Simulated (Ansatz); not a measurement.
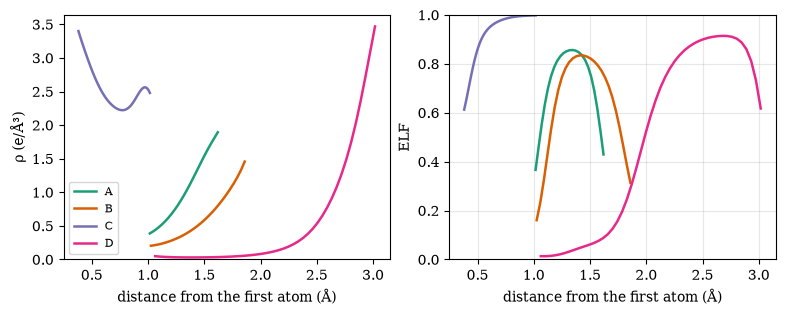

The picture shows: BrClMg···NH3. Electron density and ELF along straight lines between neighbouring atoms. The curves leave out the atomic cores.

Not at a stationary point (largest force 1.6 eV/Å).

Computed with RKS PBE0-D4/def2-SVP (Ansatz).

Input

```
crystal:
  periodic: [false, false, false]
  atoms:
    - { symbol: Mg, position_ang: [-1.1637, -0.5024, -0.7953] }
    - { symbol: Br, position_ang: [0.7004, -2.2822, 0.8345] }
    - { symbol: Cl, position_ang: [-2.8365, -0.4813, -2.1217] }
    - { symbol: H, position_ang: [0.9749, -0.3069, 0.7865] }
    - { symbol: "N", position_ang: [0.569, 0.8708, 0.3186] }
    - { symbol: H, position_ang: [0.3846, 1.4383, 1.1365] }
    - { symbol: H, position_ang: [1.3713, 1.2636, -0.159] }
basis:
  gaussian: { orbitals: def2-SVP }
hamiltonian:
  xc: pbe0
  dispersion: d4
relax:
  f_tol: 0.15
  max_steps: 25
  restrain:
    - { distance: [0, 4], at: 3.42, k: 30.0 }
    - { distance: [3, 1], at: 2.81, k: 30.0 }
    - { distance: [0, 1], at: 2.61, k: 30.0 }
    - { distance: [3, 4], at: 1.02, k: 30.0 }
output:
  orbitals: {}
```

Run with:

```sh
ansatz run input.yaml --threads 2 --pin off --max-ram 3072MiB --backend cpu --events-out ev --progress --plain --runs-dir out
```

The fields are those of the run's last geometry, not of the input's.

**Which curve belongs to which contact (Mg–Br, Mg–Cl, Mg–N and N–H)? The first atom named is at distance zero.**

Curve A: Mg–Cl (2.20 Å): the density is about 0.48 e/Å³ at the midpoint; the ELF peaks at about 0.85 in the valence shell of Cl, 0.9 Å from its nucleus, and falls to about 0.05 next to Mg (an ionic contact with no shared pair). Curve B: Mg–Br (2.56 Å): ρ at the midpoint is about 0.33 e/Å³; the ELF peaks at about 0.85 in the valence shell of Br, 1.2 Å from its nucleus, and falls to about 0.05 next to Mg: a closed-shell, largely ionic contact. Curve C: N–H (1.02 Å): ρ at the midpoint is about 2.8 e/Å³; the ELF climbs to about 1 towards the hydrogen, as it does in any bond to H; an ordinary covalent bond to hydrogen. Curve D: Mg1···N5 (3.40 Å): the density falls to about 0.03 e/Å³ on the way; the ELF is about 0.15 at the midpoint.
